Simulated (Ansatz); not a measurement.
In doubt: masses and optical values from hybrid runs of this build are listed as unsure, which bears on the screening that GW takes from such a start.

Two G0W0 runs on CdTe (F-43m).

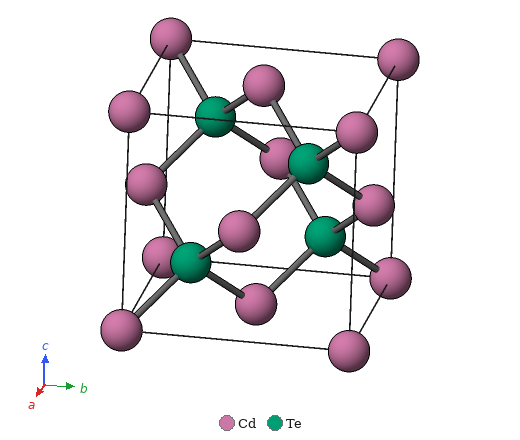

The structure (cadmium pink, tellurium teal). Bonds to atoms that aren't drawn are left out. Some periodic images of atoms are drawn too.

```cif
data_structure
_symmetry_space_group_name_H-M 'P 1'
_symmetry_Int_Tables_number 1
_cell_length_a 4.5821
_cell_length_b 4.5821
_cell_length_c 4.5821
_cell_angle_alpha 60.000
_cell_angle_beta 60.000
_cell_angle_gamma 60.000
_cell_volume 68.02
loop_
_atom_site_label
_atom_site_type_symbol
_atom_site_fract_x
_atom_site_fract_y
_atom_site_fract_z
_atom_site_occupancy
Cd1 Cd 0.00000 0.00000 0.00000 1
Te2 Te 0.25000 0.25000 0.25000 1
```

The cell and positions come from the Crystallography Open Database and are kept as given unless a step says otherwise. Spin-orbit coupling is left out unless a run names it.

The first (Ansatz 0.2.0; start HSE06, 6×6×6 mesh, 610 empty bands, screening to 250 eV, hard PAW files; 1 × NVIDIA H100 80GB HBM3 (shared by 6 runs) with 3 threads of AMD EPYC 7R13 (Zen 3), shared host) gave, on its mesh: starting gap 1.63 eV, G0W0 gap 1.95 eV, RPA ε∞ (mean) 6.65, 2.1 min.

Q: The second changes start from HSE06 to PBE0. What does it give?

It gave: starting gap 2.23 eV, G0W0 gap 2.13 eV, RPA ε∞ (mean) 5.71, 2.5 min. The G0W0 gap moves by +0.18 eV, +0.60 eV from the start and −0.41 eV from the correction. Σc changes by −0.08 eV at the valence top and +0.06 eV at the conduction bottom, and Σx − Vxc between them by −0.56 eV.

Limits: not at the basis limit; no spin-orbit coupling.

[Paths, hosts, dates, memory and timing lines, banners, echoed tables and standing remarks are left out of the program output.]

[Logs are printed without paths, hosts, clocks, repeated set-up lines and the standing remarks that a program may print on its own settings, such as how far it seeks lower states.]

[Runs of the session that timed out or met a known fault of the program may be left out.]

[Cells called generated may have been cut or substituted from an entry of the Crystallography Open Database or the Materials Project.]

[Hosts, paths, dates, database ids (printed as entryN), source tags and the programs' standing remarks are cut or masked in the printed files.]
